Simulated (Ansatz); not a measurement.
# Geometry relaxation, with input and output: InH$_{2}$ClO$_{2}$

The run: geometry relaxation of InH$_{2}$ClO$_{2}$. Method and program: RKS B3LYP/def2-SVP (Ansatz 0.2.0).

It belongs to a series of runs on one base structure; here: start relaxed. Figures and captions count atoms from 1; the log counts them from 0 in places.

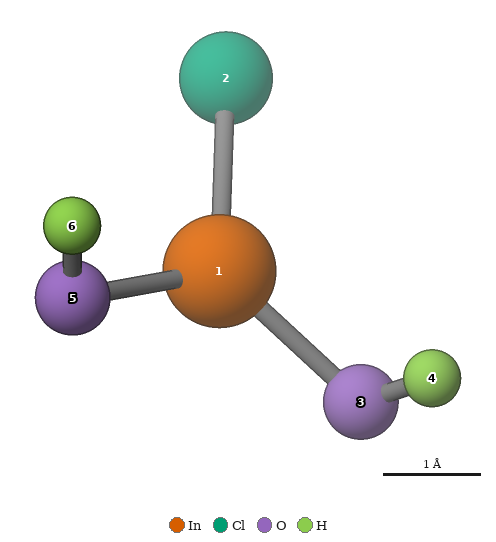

Fig. 1: The starting structure (ball-and-stick view, seen at a tilt; atoms are numbered from 1 in the order of the input). Sticks mark near contacts. Bond lengths as drawn: Cl–In 2.44 Å, H–O 1.01 Å and In–O 1.99 Å.

### Summary

- outcome: converged
- total energy: −21819.8016 eV
- mean-field energy: −21819.8016 eV
- largest force (length of the vector) at the end: 0.009 eV/Å
- hardware: 1 thread of Arm Neoverse V1, 24 GiB of memory available, shared host
- wall time: 45 s
- peak memory: 0.17 GiB

### Input
```yaml
crystal:
  periodic: [false, false, false]
  atoms:
    - { symbol: In, position_ang: [0.0, 0.0, 0.0] }
    - { symbol: Cl, position_ang: [0.0, 0.0, 2.44] }
    - { symbol: O, position_ang: [1.7233, 0.0, -0.995] }
    - { symbol: H, position_ang: [2.0232, -0.9519, -1.1499] }
    - { symbol: O, position_ang: [-1.7233, 0.0, -0.995] }
    - { symbol: H, position_ang: [-2.233, -0.8467, -0.7865] }
basis:
  gaussian: { orbitals: def2-SVP }
hamiltonian:
  xc: b3lyp
relax:
  f_tol: 0.02
  max_steps: 40
```

Command:
```bash
ansatz run input.yaml --threads 1 --pin off --max-ram 2048MiB --backend cpu --events-out ev --progress --plain --runs-dir out
```

### Output
```
The last accepted step is kept in [file] (removed where the run ends without a failure and the disk answers)
Engine: ansatz 0.2.0, aarch64-unknown-linux-gnu
Functional definition: B3LYP
  parameter a0 = 0.2
  parameter ax = 0.72
  parameter ac = 0.81
  exchange = (1 - a0 - ax)*slater_x + ax*b88_x + a0*exact_x
  correlation = (1 - ac)*vwn_rpa_c + ac*lyp_c
924 factors; integrals over basis functions are off by at most 2.7e-4 eV
mean field evaluation 1: about -21807.9852 eV, gradient 7.7e1 eV
mean field evaluation 2: about -21725.9031 eV, gradient 1.9e2 eV
mean field evaluation 4: about -21818.4749 eV, gradient 2.1e1 eV
mean field evaluation 8: about -21819.4301 eV, gradient 4.9e-1 eV
mean field evaluation 16: about -21819.4568 eV, gradient 1.3e-5 eV
mean field -21819.45678251 eV, -801.8502469981 hartree, gradient 1.3e-5 eV, S^2 0.000000; 0 other end points of the search recorded, 0 dependent functions left out
the calculation of the forces begins
reference -21819.45704102 eV, -801.8502564984 hartree; 28, 28 occupied and 54, 54 virtual orbitals, 924 factors
relax step   1: F+E_penalty+E_count = -21819.45678251 eV  Δ(F+E_penalty+E_count) = +0.000e0 eV  max|allowed force component| = 1.701e0 eV/Å  Δτ_max = 0.0000 Å  (28 SCF iters, accepted)
these checks for a lower state are left out or cut short: starts, cluster_reference, orbital_swaps, neighbouring_geometries, increment
924 factors; integrals over basis functions are off by at most 2.4e-4 eV
mean field -21819.57431676 eV, -801.8545663022 hartree, gradient 1.3e-5 eV, S^2 0.000000; 0 other end points of the search recorded, 0 dependent functions left out
the calculation of the forces begins
reference -21819.57457362 eV, -801.8545757415 hartree; 28, 28 occupied and 54, 54 virtual orbitals, 924 factors
relax step   2: F+E_penalty+E_count = -21819.57431676 eV  Δ(F+E_penalty+E_count) = -1.175e-1 eV  max|allowed force component| = 1.417e0 eV/Å  Δτ_max = 0.1943 Å  (32 SCF iters, accepted)
these checks for a lower state are left out or cut short: starts, cluster_reference, orbital_swaps, neighbouring_geometries, increment
924 factors; integrals over basis functions are off by at most 2.5e-4 eV
mean field evaluation 32: about -21819.5566 eV, gradient 1.7e-5 eV
mean field -21819.55660566 eV, -801.8539154314 hartree, gradient 1.7e-5 eV, S^2 0.000000; 0 other end points of the search recorded, 0 dependent functions left out
the calculation of the forces begins
reference -21819.55686082 eV, -801.8539248083 hartree; 28, 28 occupied and 54, 54 virtual orbitals, 924 factors
relax step   3: F+E_penalty+E_count = -21819.55660566 eV  Δ(F+E_penalty+E_count) = +1.771e-2 eV  max|allowed force component| = 1.958e0 eV/Å  Δτ_max = 0.1930 Å  (31 SCF iters, rejected (line search))
these checks for a lower state are left out or cut short: starts, cluster_reference, orbital_swaps, neighbouring_geometries, increment
924 factors; integrals over basis functions are off by at most 2.3e-4 eV
mean field -21819.63514008 eV, -801.8568015180 hartree, gradient 1.4e-5 eV, S^2 0.000000; 0 other end points of the search recorded, 0 dependent functions left out
the calculation of the forces begins
reference -21819.63539530 eV, -801.8568108971 hartree; 28, 28 occupied and 54, 54 virtual orbitals, 924 factors
relax step   4: F+E_penalty+E_count = -21819.63514008 eV  Δ(F+E_penalty+E_count) = -6.082e-2 eV  max|allowed force component| = 6.436e-1 eV/Å  Δτ_max = 0.0962 Å  (30 SCF iters, accepted)
these checks for a lower state are left out or cut short: starts, cluster_reference, orbital_swaps, neighbouring_geometries, increment
924 factors; integrals over basis functions are off by at most 2.3e-4 eV
mean field -21819.67400932 eV, -801.8582299362 hartree, gradient 1.8e-5 eV, S^2 0.000000; 0 other end points of the search recorded, 0 dependent functions left out
the calculation of the forces begins
reference -21819.67426268 eV, -801.8582392472 hartree; 28, 28 occupied and 54, 54 virtual orbitals, 924 factors
relax step   5: F+E_penalty+E_count = -21819.67400932 eV  Δ(F+E_penalty+E_count) = -3.887e-2 eV  max|allowed force component| = 2.772e-1 eV/Å  Δτ_max = 0.0994 Å  (30 SCF iters, accepted)
these checks for a lower state are left out or cut short: starts, cluster_reference, orbital_swaps, neighbouring_geometries, increment
924 factors; integrals over basis functions are off by at most 2.4e-4 eV
mean field -21819.70726962 eV, -801.8594522297 hartree, gradient 1.6e-5 eV, S^2 0.000000; 0 other end points of the search recorded, 0 dependent functions left out
the calculation of the forces begins
reference -21819.70752223 eV, -801.8594615130 hartree; 28, 28 occupied and 54, 54 virtual orbitals, 924 factors
relax step   6: F+E_penalty+E_count = -21819.70726962 eV  Δ(F+E_penalty+E_count) = -3.326e-2 eV  max|allowed force component| = 2.735e-1 eV/Å  Δτ_max = 0.1493 Å  (29 SCF iters, accepted)
these checks for a lower state are left out or cut short: starts, cluster_reference, orbital_swaps, neighbouring_geometries, increment
924 factors; integrals over basis functions are off by at most 3.2e-4 eV
mean field -21819.75093353 eV, -801.8610568488 hartree, gradient 1.3e-5 eV, S^2 0.000000; 0 other end points of the search recorded, 0 dependent functions left out
the calculation of the forces begins
reference -21819.75118371 eV, -801.8610660428 hartree; 28, 28 occupied and 54, 54 virtual orbitals, 924 factors
relax step   7: F+E_penalty+E_count = -21819.75093353 eV  Δ(F+E_penalty+E_count) = -4.366e-2 eV  max|allowed force component| = 2.814e-1 eV/Å  Δτ_max = 0.2000 Å  (32 SCF iters, accepted)
these checks for a lower state are left out or cut short: starts, cluster_reference, orbital_swaps, neighbouring_geometries, increment
924 factors; integrals over basis functions are off by at most 3.5e-4 eV
mean field evaluation 64: about -21819.7813 eV, gradient 3.2e-3 eV
mean field -21819.78309018 eV, -801.8622385841 hartree, gradient 1.4e-5 eV, S^2 0.000000; 0 other end points of the search recorded, 0 dependent functions left out
the calculation of the forces begins
reference -21819.78333852 eV, -801.8622477102 hartree; 28, 28 occupied and 54, 54 virtual orbitals, 924 factors
relax step   8: F+E_penalty+E_count = -21819.78309018 eV  Δ(F+E_penalty+E_count) = -3.216e-2 eV  max|allowed force component| = 2.196e-1 eV/Å  Δτ_max = 0.2000 Å  (34 SCF iters, accepted)
these checks for a lower state are left out or cut short: starts, cluster_reference, orbital_swaps, neighbouring_geometries, increment
924 factors; integrals over basis functions are off by at most 7.0e-4 eV
mean field -21819.80091216 eV, -801.8628935295 hartree, gradient 8.8e-6 eV, S^2 0.000000; 0 other end points of the search recorded, 0 dependent functions left out
the calculation of the forces begins
reference -21819.80115978 eV, -801.8629026295 hartree; 28, 28 occupied and 54, 54 virtual orbitals, 924 factors
relax step   9: F+E_penalty+E_count = -21819.80091216 eV  Δ(F+E_penalty+E_count) = -1.782e-2 eV  max|allowed force component| = 4.594e-2 eV/Å  Δτ_max = 0.1358 Å  (30 SCF iters, accepted)
these checks for a lower state are left out or cut short: starts, cluster_reference, orbital_swaps, neighbouring_geometries, increment
924 factors; integrals over basis functions are off by at most 7.6e-4 eV
mean field -21819.80137812 eV, -801.8629106534 hartree, gradient 1.5e-5 eV, S^2 0.000000; 0 other end points of the search recorded, 0 dependent functions left out
the calculation of the forces begins
reference -21819.80162577 eV, -801.8629197542 hartree; 28, 28 occupied and 54, 54 virtual orbitals, 924 factors
relax step  10: F+E_penalty+E_count = -21819.80137812 eV  Δ(F+E_penalty+E_count) = -4.660e-4 eV  max|allowed force component| = 8.980e-3 eV/Å  Δτ_max = 0.0227 Å  (28 SCF iters, accepted)
924 factors; integrals over basis functions are off by at most 7.6e-4 eV
mean field evaluation 96: about -21819.8014 eV, gradient 6.8e-3 eV
```

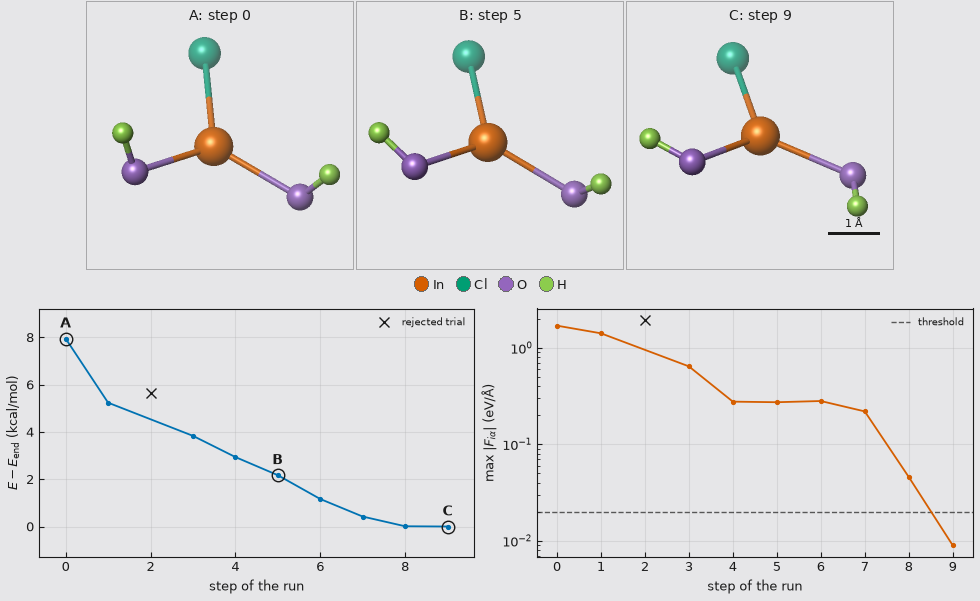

Fig. 2: Frames of the relaxation (ball-and-stick view, seen at a tilt) above the curves, on which the letters mark them (the first geometry is step 0 here and step 1 in the log).

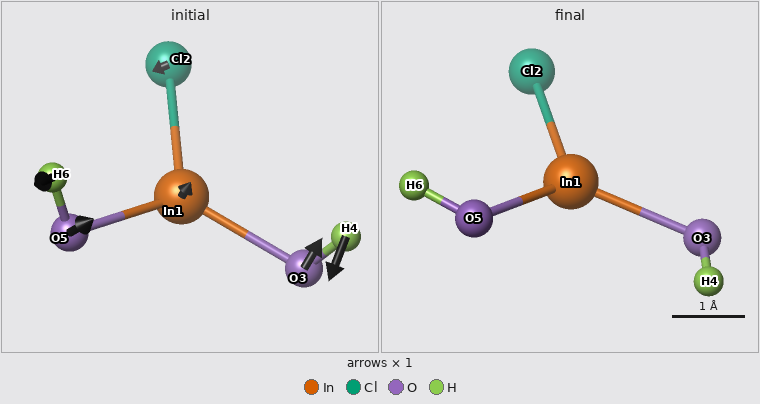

Fig. 3: Before (left) and after (right) the relaxation, at one scale (ball-and-stick view, seen at a tilt). The black arrows give the displacements, at true length. After 9 geometry steps the energy has fallen by 7.95 kcal/mol. The largest force component goes from 1.7 to 0.009 eV/Å. The line search rejected the trial step at point 2 (counted from 0) and went back. The largest move after the best rigid fit is that of H4, 0.67 Å. By element the largest moves are H 0.67 Å, O 0.53 Å, In 0.26 Å, Cl 0.25 Å. Among the contacts that change: In1–Cl2 2.440 → 2.351 Å, O3–H4 1.010 → 0.969 Å, In1–O5 1.990 → 2.001 Å. (Atoms are counted from 1 in the order of the input.)

```
mean field -21819.80137812 eV, -801.8629106534 hartree, gradient 1.5e-5 eV, S^2 0.000000; 1 other end points of the search recorded, 0 dependent functions left out
the calculation of the forces begins
reference -21819.80162577 eV, -801.8629197542 hartree; 28, 28 occupied and 54, 54 virtual orbitals, 924 factors
Total energy: -21819.80162577 eV, -801.8629197542 hartree
Atom 0 at     0.068762    -0.238064     0.088782 Å, force     0.001862    -0.001749    -0.002209 eV/Å
Atom 1 at    -0.207297     0.144297     2.391654 Å, force     0.001088     0.001114     0.000851 eV/Å
Atom 2 at     1.915250    -0.315772    -0.659299 Å, force    -0.008980    -0.002000    -0.000597 eV/Å
Atom 3 at     1.882823    -0.486201    -1.612920 Å, force     0.008924     0.002071    -0.001375 eV/Å
Atom 4 at    -1.522194    -0.482118    -1.099289 Å, force     0.004966     0.000886     0.006535 eV/Å
Atom 5 at    -2.347145    -0.420742    -0.595328 Å, force    -0.007861    -0.000322    -0.003206 eV/Å
Dipole moment:    -0.238638    -0.054138    -0.266524 e Å
```

### Trajectory as extended XYZ (Å, eV, eV/Å), 10 frames, from step=1 to step=10
```
6
Properties=species:S:1:pos:R:3:forces:R:3 step=1 energy=-21819.45678
In    0.0000    0.0000    0.0000    0.0244  -0.1675   1.1034
Cl    0.0000    0.0000    2.4400   -0.0039   0.0274  -0.9084
O     1.7233    0.0000   -0.9950    0.8095  -1.6040  -0.3626
H     2.0232   -0.9519   -1.1499   -0.4847   1.7014   0.2701
O    -1.7233    0.0000   -0.9950   -1.1282  -1.5385   0.1933
H    -2.2330   -0.8467   -0.7865    0.7830   1.5812  -0.2959
6
Properties=species:S:1:pos:R:3:forces:R:3 step=2 energy=-21819.57432
In    0.0051   -0.0732   -0.0121    0.0340  -0.0444  -0.4263
Cl   -0.0200   -0.0213    2.3186   -0.0237  -0.0015   0.3835
O     1.7639    0.0085   -0.9721    0.1615  -0.5232  -0.0525
H     2.1062   -0.8992   -1.1201   -0.1682   0.5677   0.0688
O    -1.7166   -0.0591   -1.0405   -1.1194  -1.4157   0.6710
H    -2.3483   -0.7543   -0.6603    1.1159   1.4171  -0.6444
6
Properties=species:S:1:pos:R:3:forces:R:3 step=3 energy=-21819.55661 accepted=F
In    0.0088   -0.1199   -0.0539    0.0398   0.0155  -0.1078
Cl   -0.0504   -0.0524    2.3043   -0.0306  -0.0238   0.0074
O     1.7748    0.0249   -0.9905    0.1888  -0.5372  -0.0393
H     2.1832   -0.8614   -1.0944   -0.2206   0.5578   0.0634
O    -1.6949   -0.1620   -1.1114   -1.9352  -1.3850   1.6198
H    -2.4313   -0.6279   -0.5404    1.9578   1.3726  -1.5435
6
Properties=species:S:1:pos:R:3:forces:R:3 step=4 energy=-21819.63514
In    0.0354   -0.1253   -0.0343   -0.0821   0.0290  -0.0910
Cl   -0.1156   -0.0149    2.3093    0.0502  -0.0300   0.1396
O     1.7902    0.0076   -0.9833    0.0838  -0.1999  -0.0044
H     2.1577   -0.8754   -1.1644   -0.0695   0.2205   0.0272
O    -1.7053   -0.1000   -1.0193   -0.5406  -0.6436   0.2031
H    -2.3722   -0.6905   -0.5945    0.5582   0.6240  -0.2745
6
Properties=species:S:1:pos:R:3:forces:R:3 step=5 energy=-21819.67401
In    0.0235   -0.1229   -0.0472   -0.0194  -0.0223  -0.0217
Cl   -0.0947   -0.0303    2.3045    0.0002  -0.0092   0.0594
O     1.8007    0.0168   -0.9511    0.0291  -0.0506  -0.0020
H     2.1543   -0.8606   -1.1679   -0.0295   0.0863  -0.0064
O    -1.6924   -0.1848   -1.0695   -0.2482  -0.2772   0.1105
H    -2.4013   -0.6169   -0.5551    0.2678   0.2730  -0.1398
6
Properties=species:S:1:pos:R:3:forces:R:3 step=6 energy=-21819.70727
In    0.0355   -0.1537   -0.0146   -0.0141   0.0555   0.0275
Cl   -0.1313   -0.0083    2.3361   -0.0159   0.0020  -0.0423
O     1.8292    0.0200   -0.8793    0.0683  -0.2735  -0.0246
H     2.0796   -0.8294   -1.2842   -0.0217   0.2468   0.0042
O    -1.6301   -0.3145   -1.1096   -0.2215  -0.1341   0.2368
H    -2.3927   -0.5127   -0.5348    0.2049   0.1033  -0.2017
6
Properties=species:S:1:pos:R:3:forces:R:3 step=7 energy=-21819.75093
In    0.0557   -0.1834    0.0118   -0.0154   0.0168   0.0950
Cl   -0.1979    0.0358    2.3466    0.0088   0.0281  -0.0341
O     1.8865   -0.0570   -0.7693    0.0767  -0.2814  -0.1314
H     2.0188   -0.7396   -1.4522   -0.0574   0.2634   0.1110
O    -1.5917   -0.4212   -1.0924   -0.0076  -0.0171  -0.0367
H    -2.3812   -0.4332   -0.5309   -0.0051  -0.0097  -0.0038
6
Properties=species:S:1:pos:R:3:forces:R:3 step=8 energy=-21819.78309
In    0.0763   -0.2107    0.0897    0.0627  -0.0004  -0.2143
Cl   -0.2378    0.0966    2.3986    0.0329   0.0167   0.0057
O     1.9098   -0.1764   -0.7196   -0.1158  -0.1895  -0.0691
H     1.9162   -0.6285   -1.5832   -0.0625   0.1859   0.2196
O    -1.5262   -0.4479   -1.0938    0.0023  -0.0074   0.1012
H    -2.3482   -0.4317   -0.5780    0.0804  -0.0053  -0.0431
6
Properties=species:S:1:pos:R:3:forces:R:3 step=9 energy=-21819.80091
In    0.0661   -0.2351    0.0784    0.0435   0.0042   0.0168
Cl   -0.2061    0.1367    2.3839   -0.0017   0.0041   0.0037
O     1.9193   -0.2973   -0.6584   -0.0459  -0.0155  -0.0001
H     1.8953   -0.5036   -1.6052    0.0137   0.0120  -0.0058
O    -1.5319   -0.4769   -1.0987   -0.0159  -0.0037  -0.0027
H    -2.3526   -0.4224   -0.5864    0.0064  -0.0012  -0.0119
6
Properties=species:S:1:pos:R:3:forces:R:3 step=10 energy=-21819.80138
In    0.0688   -0.2381    0.0888    0.0019  -0.0017  -0.0022
Cl   -0.2073    0.1443    2.3917    0.0011   0.0011   0.0009
O     1.9152   -0.3158   -0.6593   -0.0090  -0.0020  -0.0006
H     1.8828   -0.4862   -1.6129    0.0089   0.0021  -0.0014
O    -1.5222   -0.4821   -1.0993    0.0050   0.0009   0.0065
H    -2.3471   -0.4207   -0.5953   -0.0079  -0.0003  -0.0032
```
